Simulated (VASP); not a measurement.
Band structure of B (relaxed from the hcp structure, space group P6_3/mmc). All values below come from PBEsol GGA, VASP's PBE PAW potentials (set 64) (plane waves; VASP).

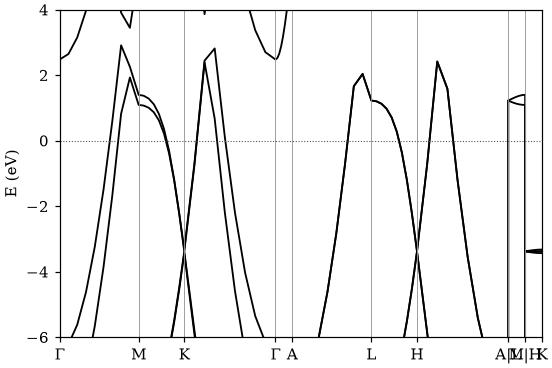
*Bands along high-symmetry lines, zero at the valence-band maximum or, without a gap, the Fermi level*

**Question.** Read the plot: is there a gap, and where are the band edges?

**Answer.** It has no gap at this level: it comes out as a metal or semimetal. (Edges off the drawn lines would not show.)

The structure was generated: B was put into the hcp type (P6_3/mmc), which need not be its known phase. It was relaxed first, which changed the volume by +49 %.
